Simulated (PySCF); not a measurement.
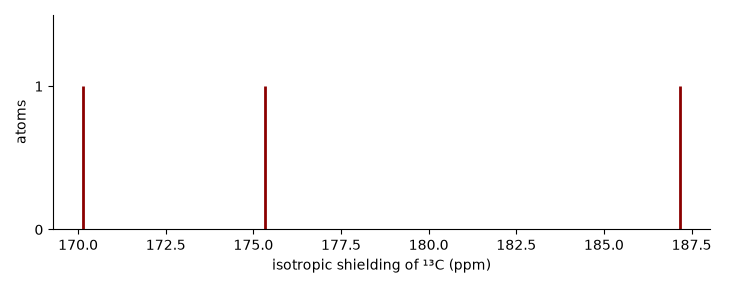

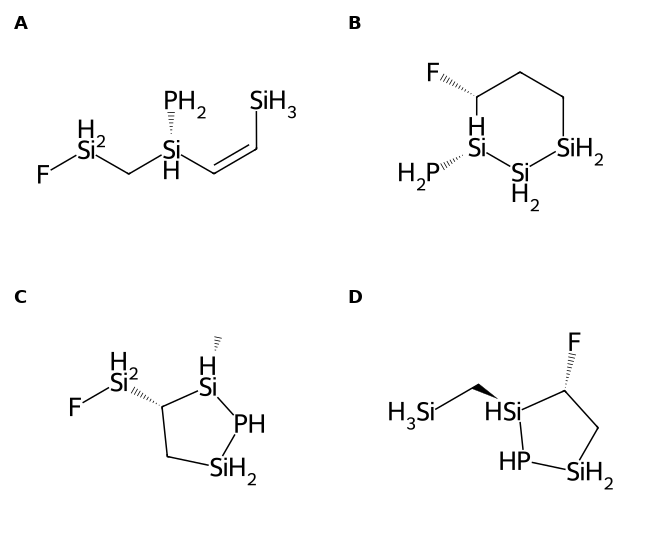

The sticks are computed shieldings of one of the molecules, for one fixed geometry (GFN2-xTB) without averaging over rotations. Low shielding means a high chemical shift. Method: GIAO PBE0/pcSseg-1 NMR shielding, non-relativistic, gas phase (PySCF 2.14.0).

### Which molecule gives this pattern?

C, `C[Si@@H]1P[SiH2]C[C@@H]1[SiH2]F`. Its 3 C atoms give lines at 170.1, 175.3, 187.2 ppm.

The geometry is semi-empirical. Around P, Si such bond lengths and angles can be off by a tenth of an ångström or more and by several degrees, and values that hang on the shape move with them.
